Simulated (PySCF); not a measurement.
## A study: Cl₄Ge, SMILES `Cl[Ge](Cl)(Cl)Cl`

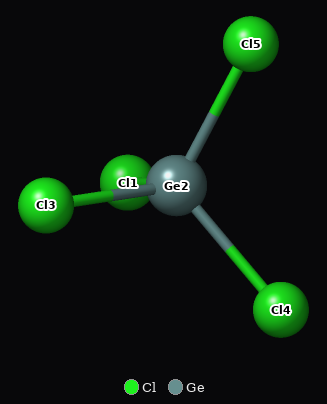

The molecule, with its atoms numbered as below. No frequency check shows the geometry to be a minimum.

Geometry (Å), atoms numbered from 1:

```
Cl1      1.2283    0.6746    1.6004
Ge2     -0.0002    0.0003    0.0003
Cl3      1.2287   -0.6743   -1.6006
Cl4     -1.2280   -1.6012    0.6741
Cl5     -1.2286    1.6004   -0.6746
```

### 1. Bonding charge

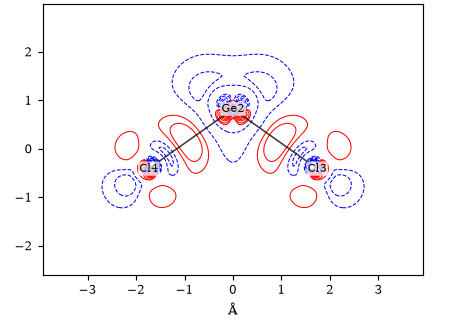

Deformation density (molecule less spherical, spin-averaged free atoms) in the plane of Ge2, Cl3 and Cl4; contours at ±0.05 to ±0.8 e/Å³; solid red lines: gain, dashed blue lines: loss.

Level of theory: PBE0/def2-TZVP (PySCF), at a geometry from GFN2-xTB.

Question: Describe the bonding that the map shows.

Answer: Ge2–Cl4 and Ge2–Cl3: +0.10 e/Å³ at the bond critical point (bond length 2.13 Å, Mayer order 1.1). In all, 1.1 electrons gather in the regions of gain relative to the promolecule. A small or negative value marks a very polar bond, one between electron-rich atoms, whose free-atom densities already overlap strongly, a long bond to a heavier atom, or a closed-shell contact such as a hydrogen bond.

Question: Where do the Hirshfeld charges lie?

Answer: The highest Hirshfeld charge is on Ge2 (+0.41 e), the lowest on Cl1, Cl3, Cl4 and Cl5 (−0.10 e).

### 2. Electrostatic potential

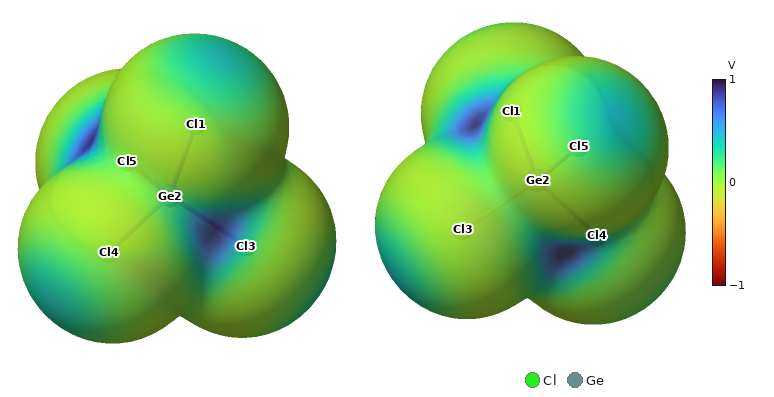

Electrostatic potential on the surface of electron density 0.001 a.u. (back view left, front view right).

Question: Where are the extremes of the potential on the surface?

Answer: Highest: 0.93 V, 2.2 Å from Ge2, and at like points elsewhere. Further maxima include 0.42 V, 2.0 Å from Cl5. Lowest: −0.08 V, 2.1 Å from Cl3, and at like points elsewhere. The surface is sampled at points, so like sites can differ by a few per cent and only the strongest of them is named.

Question: Does Cl5 carry a σ-hole?

Answer: Yes: a local maximum of +0.42 V lies on the extension of the Ge2–Cl5 bond.

Question: What volume does the surface enclose, and what is the dipole moment?

Answer: About 145 Å³; the dipole moment is 0.0 D.

### 3. In an electric field

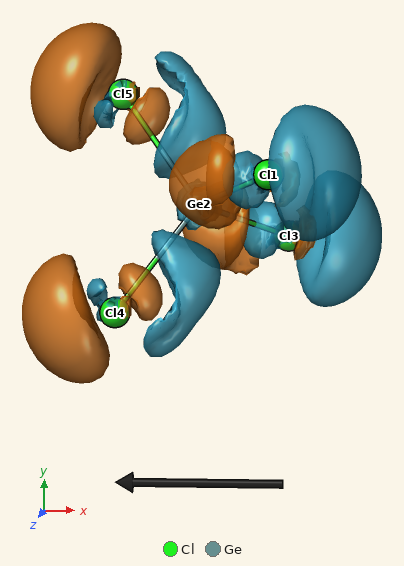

Change of the electron density in a uniform field of 0.21 V/Å along −x (arrow), surfaces at ±0.002 e/Å³ (light blue: gain, orange: loss).

Level of theory: PBE0/def2-TZVP (PySCF), at a geometry from GFN2-xTB. A basis without diffuse functions makes polarisabilities too small.

The field was applied in both directions; the picture shows the one opposite to the script's first.

Question: How large is the response?

Answer: The induced dipole is 0.75 D (along the field); α along this axis, from the fields in both directions, is 74 bohr³ (11.0 Å³).

The PySCF runs shown took 23 s and 56 s on 1 thread of Intel(R) Xeon(R) Platinum 8259CL CPU @ 2.50GHz (Skylake/Cascade Lake) (shared host).
